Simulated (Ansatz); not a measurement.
WSi₂ (MoSi2 type, space group I4/mmm)

```
CELL_PARAMETERS angstrom
     -1.60615     1.60615     3.90288
      1.60615    -1.60615     3.90288
      1.60615     1.60615    -3.90288
ATOMIC_POSITIONS crystal
  W  0.00000 0.00000 0.00000
  Si 0.33486 0.33486 0.00000
  Si 0.66514 0.66514 0.00000
```

In each cell atom 1 (W, nearest neighbour Si at 2.612 Å; its periodic images, 3.2 Å or more away, move with it) moves by s·(0.000, 0.000, 1.000) (along Cartesian z), the rest being held.

Method: r2SCAN (plane waves to 500 eV, PAW, scalar-relativistic; Ansatz, a first-principles code). k mesh 16×16×16 (Γ-centred), Fermi-Dirac smearing 0.05 eV. E stands for the smeared free energy. Left out: 4 of 11 points, with atoms too close for the PAW data. With partly filled bands, energies and forces of such displacements shift with the k mesh and the smearing. Spin-orbit coupling is left out, though W is heavy. The PAW data are Ansatz's earlier set. WSi2 is run without spin polarisation. WSi2 was relaxed with its symmetry unable to fall. ΔE is measured from the undisplaced structure.

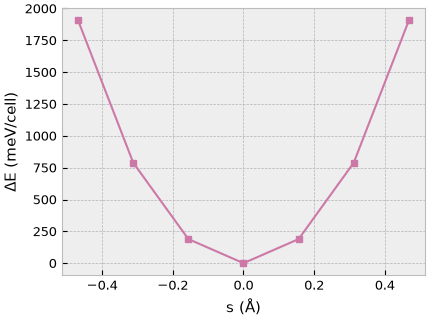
Figure: ΔE (meV/cell) against s (Å); markers are the computed points, lines only join them.

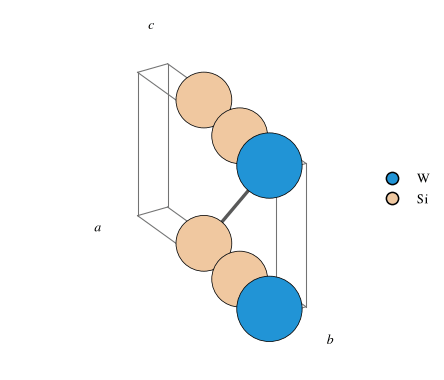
Figure: The cell of the calculation at s = -0.468 Å.

The force along the line at s = -0.468 Å is 9.22 eV/Å and the force constant k = d²E/ds² at s = 0 (finite differences) comes out as 15.3 eV/Å². Harmonic estimate at the end of the scan: ½ks² = 1676 meV/cell against the computed 1906 meV/cell, so the well is stiffer than harmonic there. Shape of the curve: a single well with its minimum at or next to zero displacement. Symmetry of the curve: even: the same for both signs.

With its periodic images moving along, the atom's site symmetry in this cell is 4/mmm.

(A displaced cell: forces are minus the slopes of the energy, force constants its curvatures, and phonons follow from these.)
